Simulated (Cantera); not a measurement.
Charge: 1 mol HMDSO, 0.46 mol NO, at 1302 °C.

Method: chemical equilibrium by Gibbs-energy minimisation in Cantera with the NASA 1993 tables (ideal gas, pure condensed phases). Candidate condensed phases: C, C₆H₆, C₇H₈, C₈H₁₈, H₂O, Si, SiC, SiO₂, Si₂N₂O, Si₃N₄; 151 gas species. The feed counts by its element totals alone. Mutual solubility and eutectic melting of coexisting phases are not modelled. The tables hold silica as quartz up to 1696 K and as liquid above; real silica turns to tridymite and cristobalite and melts near 1996 K. Equilibrium is a limit: real reactors are often held back by kinetics, nucleation or transport.

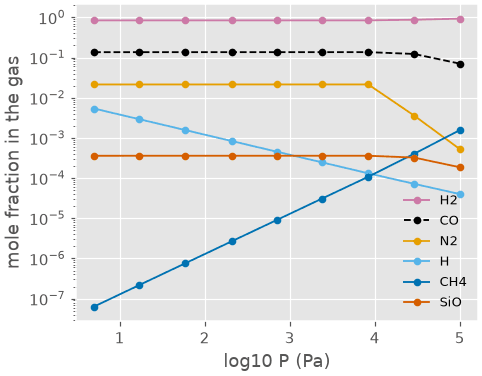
Figure. Equilibrium gas composition (values under 1e-9 drawn at 1e-9)

Q: Read off the mole fractions at 18.0 Torr.

A: H₂ about 0.84, CO about 0.14, N₂ about 0.021, SiO about 0.00036, H about 0.00025, CH₄ about 3.1e-5.
